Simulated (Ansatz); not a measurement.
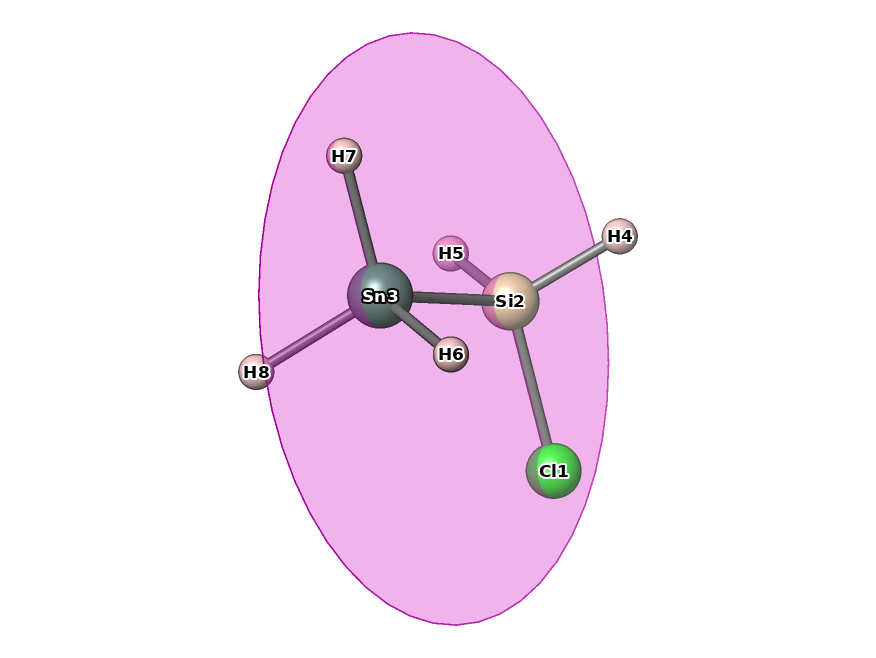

A disc through the centre of mass is drawn in. Atoms fade into the background with distance from the viewer. Computed geometry: PBE0-D4/def2-TZVP optimisation.

> Is the plane of the disc a mirror plane of the structure?

Yes. The reflection leaves Cl1, Si2, Sn3, H7 in place and moves H4 ↔ H5; H6 ↔ H8. The point group is Cs.
